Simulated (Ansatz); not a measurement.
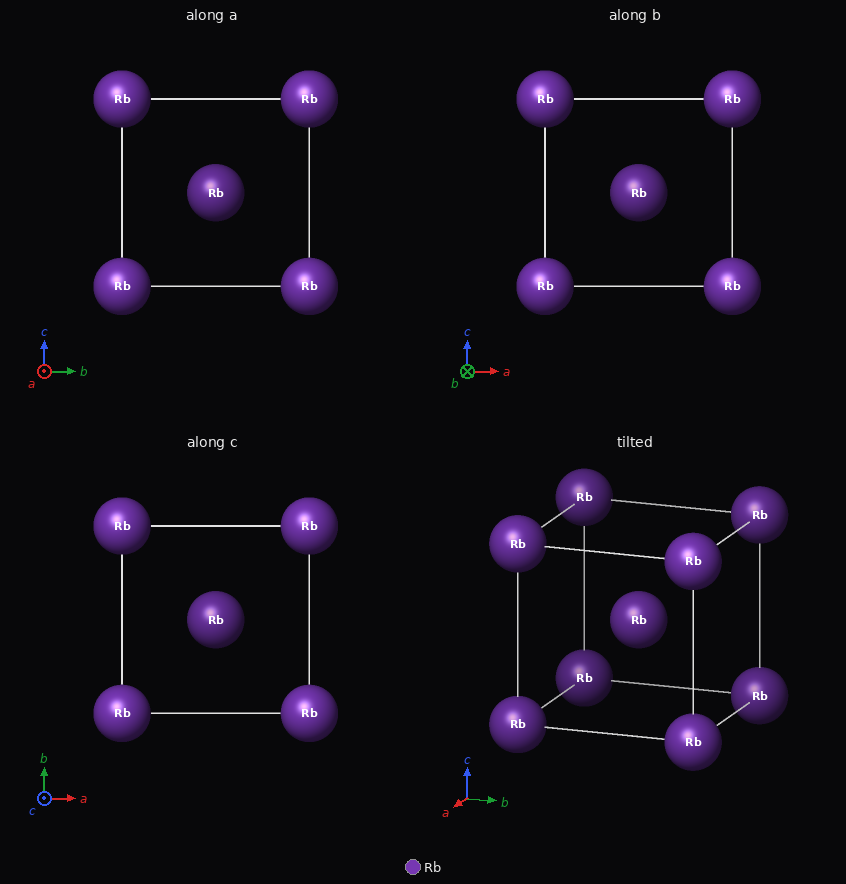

Spheres-only drawing of the structure, looking along the a axis, along the b axis, along the c axis and slightly off an axis. The edges of the conventional unit cell are marked.

Lattice parameters: a = 5.597 Å, b = 5.597 Å, c = 5.597 Å, α = 90.00°, β = 90.00°, γ = 90.00°.

Record the structure as a table of Wyckoff sites.

Space group Im-3m (No. 229).
| atom | site | x | y | z |
| --- | --- | --- | --- | --- |
| Rb | 2a | 0.0000 | 0.0000 | 0.0000 |

Starting structure: the standard structure of this element. Earlier steps of the study may have refined or changed the cell and positions. An electronic-structure calculation with Ansatz was run on it.
